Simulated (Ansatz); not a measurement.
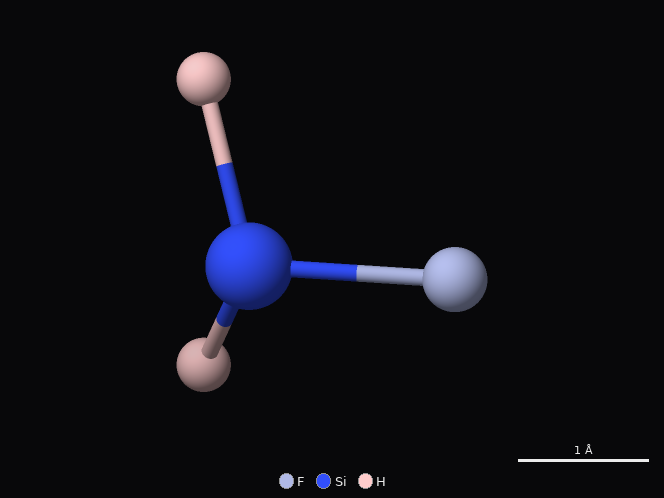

A ball-and-stick model of a molecule.

The species is neutral and a spin doublet. Computed geometry: PBE0-D4/def2-TZVP optimisation. No frequency run is at hand to confirm it as a minimum.

> Give the formula.

FH2Si, 4 atoms: 1 fluorine, 2 hydrogen and 1 silicon.

> What is the point group of this geometry?

Cs.

More results for the same structure follow; atom numbers are the same in all pictures, views and colours differ.

Geometry

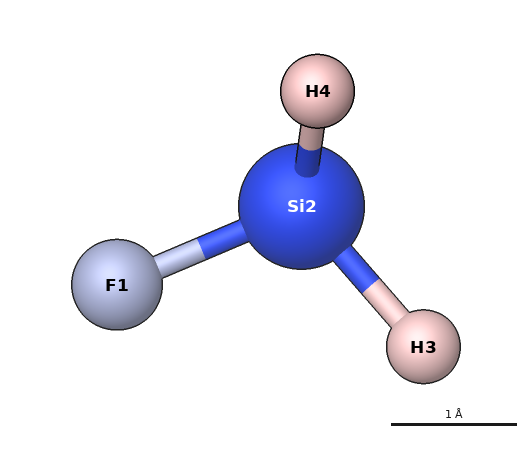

Numbered structure. No frequency run is at hand to confirm it as a minimum.

Which atoms are bonded, and how long are the bonds?

```tsv
bond	length (Å)
F1–Si2	1.604
Si2–H3	1.490
Si2–H4	1.490
```

Electronic properties

No frequency run is at hand to confirm it as a minimum. Method: UKS PBE0-D4/def2-TZVPP (Ansatz 0.2.0).

Predict the main results.

- HOMO energy (Kohn–Sham orbital): −6.56 eV
- ⟨S²⟩ of the determinant: 0.752

Dipole moment

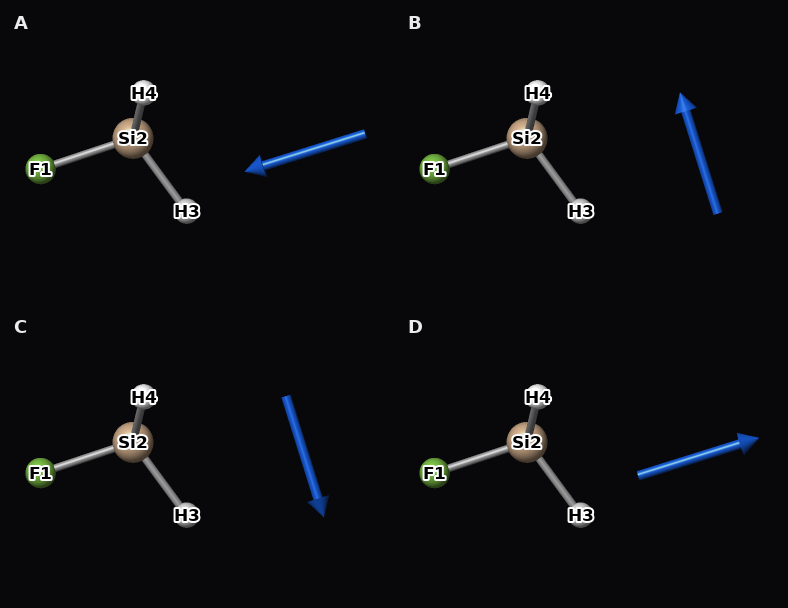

The same molecule four times, each with an arrow. No frequency run is at hand to confirm it as a minimum. Properties computed with UKS PBE0-D4/def2-TZVP (Ansatz 0.2.0).

> Which arrow points along the dipole moment, from the negative to the positive end?

D. The dipole moment is 1.21 D; it points from the side of F1 to the side of H3, H4 (the outermost atoms at the two ends).

Charges

The questions are on Mulliken charges. No frequency run is at hand to confirm it as a minimum. Level of theory: UKS PBE0-D4/def2-TZVP (Ansatz 0.2.0).

List the Mulliken charges.

| atom | value (e) |
| --- | --- |
| F1 | −0.30 |
| Si2 | 0.32 |
| H3 | −0.01 |
| H4 | −0.01 |

Mulliken values depend strongly on the basis set and can even reverse the polarity of a bond.
